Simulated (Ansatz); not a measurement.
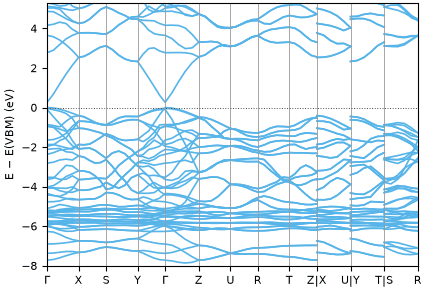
Fig. 1. Band structure from LDA (plane waves, PAW; program Ansatz)

Q: Read off the gap and where the band edges lie.

A: About 0.3 eV (0.26 eV by a search for the band edges); maximum at Γ, minimum at Γ.

The material is ZnSnN₂ in space group Pna2_1 (No. 33; Zn on 4a, Sn on 4a, N on 4a, N on 4a).

The LDA relaxation kept the symmetry of its start. Spin–orbit coupling is left out wherever it is not named.

Potentials: the later of the program's two PAW sets.
